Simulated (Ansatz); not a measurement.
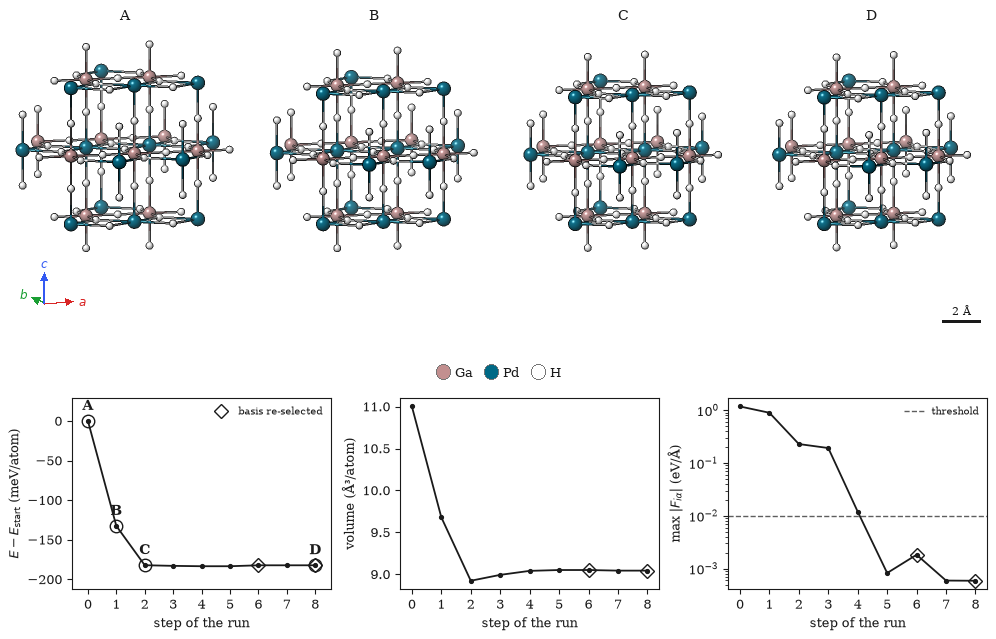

Frames of a relaxation of a crystal of GaH$_{5}$Pd (built on the AlCrF5-71 type type), marked on the history of the run. The picture is a ball-and-stick view of the atoms within 5.8 Å of the atom that moves most (axes of the conventional cell (2 times the calculation's cell)), seen slightly off an axis. Lengths and directions refer to the drawn axes.

These are results of DFT, PBEsol, plane waves, PAW (Ansatz), not measurements.

Input file:
```yaml
crystal:
  lattice:
    - [-1.75454148, 3.01817614, 3.63554713]
    - [1.75454148, -3.01817614, 3.63554713]
    - [1.75454148, 3.01817614, -3.63554713]
  atoms:
    - { symbol: Ga, position: [0.5, 0.5, 0.0] }
    - { symbol: Pd, position: [0.0, 0.0, 0.0] }
    - { symbol: H, position: [0.79179722, 0.5, 0.29179722] }
    - { symbol: H, position: [0.20820278, 0.5, 0.70820278] }
    - { symbol: H, position: [0.26059961, 0.26059961, 0.0] }
    - { symbol: H, position: [0.73940039, 0.73940039, 0.0] }
    - { symbol: H, position: [0.5, 0.0, 0.5] }
kpoints:
  mp_grid: { grid: [8, 8, 8] }
hamiltonian:
  xc: pbesol
scf:
  occupations: { method: fermi_dirac, width: 0.03 }
relax:
  f_tol: 0.01
  cell: {}
  max_steps: 120
```

Launched with:
```bash
ansatz run input.yaml --threads 4 --pin off --max-ram 4608MiB --backend cpu --events-out ev --progress --plain --runs-dir out
```

### What happens along the run?

The largest moves relative to the cell, 0.29 Å, are those of H3 and H4. H3 goes along +b. Ga and Pd stay in place. The drawn cell changes as follows: a 3.509 → 3.161 Å (−9.9 %), b 6.036 → 5.925 Å (−1.8 %), c 7.271 → 6.759 Å (−7.0 %); the volume changes by −17.8 %. Near-neighbour distances that change, for instance: Pd2–H3 2.158 → 1.843 Å, Ga1–H3 1.761 → 2.015 Å, Pd2–H5 1.895 → 1.685 Å, Ga1–H7 1.755 → 1.581 Å. Bond angles that change, for instance: H3–Pd2–H3 108.8° → 118.1°, H3–Pd2–H4 71.2° → 61.9°, Pd2–H3–Pd2 108.8° → 118.1°. The space group stays Immm (No. 71). After 6 accepted moves (8 points after the start) the energy has fallen by 182 meV per atom. Largest force component: 1.2 eV/Å at the start, 0.00059 eV/Å at the end. Pressure: −10.96 GPa at the start and 0.00 GPa at the end. At 2 points the geometry stayed and the basis and grid were re-selected for the new cell (energy shift of 1.2 meV per atom at most each time). Cost: 21 s on 4 threads of Arm Neoverse V1, with other jobs on the host, peak memory 0.5 GiB. From step 0 to 1: H atoms move most (0.12 Å), volume −12.0 %, energy −133 meV per atom. From step 1 to 2: H atoms move most (0.15 Å), volume −7.8 %, energy −49.5 meV per atom. From step 2 to 8: H atoms move most (0.02 Å), volume +1.4 %, energy −0.1 meV per atom.

| step | E − E(0), meV/atom | largest force component, eV/Å | pressure, GPa | volume, Å³/atom | note |
| --- | --- | --- | --- | --- | --- |
| 0 | 0.00 | 1.1813 | -10.96 | 11.001 |  |
| 1 | -132.60 | 0.8974 | -6.53 | 9.679 |  |
| 2 | -182.14 | 0.2294 | 0.79 | 8.923 |  |
| 3 | -182.96 | 0.1927 | 0.41 | 8.993 |  |
| 4 | -183.43 | 0.0120 | 0.06 | 9.041 |  |
| 5 | -183.42 | 0.0008 | 0.01 | 9.051 |  |
| 6 | -182.24 | 0.0018 | -0.07 | 9.051 | same geometry, new basis |
| 7 | -182.25 | 0.0006 | 0.00 | 9.044 |  |
| 8 | -182.24 | 0.0006 | 0.00 | 9.044 | same geometry, new basis |
